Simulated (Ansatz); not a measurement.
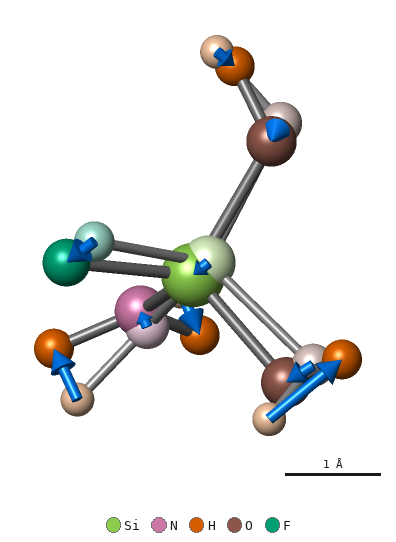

A relaxation of SiNH$_{4}$O$_{2}$F. The starting structure is drawn faded, the final one solid; blue arrows show the displacements, at their true length. The two geometries are superimposed by the best rigid fit.

A ball-and-stick model, seen from a free direction.

The run prepares the start of a later molecular dynamics calculation, from a guessed geometry.

Level of theory: RHF/def2-SVP in Ansatz 0.2.0. (no spin polarisation; force threshold 0.02 eV/Å; at most 40 steps)

**Atoms of which element are displaced furthest, and by how much?**

Hydrogen: up to 0.99 Å, against 0.42 Å for oxygen.

**What happened in the run?**

The energy falls by 94.2 kJ/mol in 16 accepted moves (19 points after the start). The largest force component goes from 3.2 to 0.0035 eV/Å. The line search rejected the trial steps at points 3, 12, 15 of the run. The atom that moves furthest after the best rigid fit is an H atom (0.99 Å). By element the largest moves are H 0.99 Å, O 0.42 Å, F 0.40 Å, Si 0.21 Å, N 0.18 Å. Some distances before and after: N–Si 1.820 → 1.692 Å, H–O 1.010 → 0.944 Å, H–N 1.060 → 1.000 Å, O–Si 1.679 → 1.627 Å. Among the angles between lasting bonds that change: Si–O–H 109.5° → 119.7°, Si–O–H 109.5° → 119.3°, H–N–H 120.0° → 112.1°. Groups turn about O–Si by about 105°, N–Si by about 35°, O–Si by about 35°.

Limits of the set-up: Hartree-Fock leaves out electron correlation.
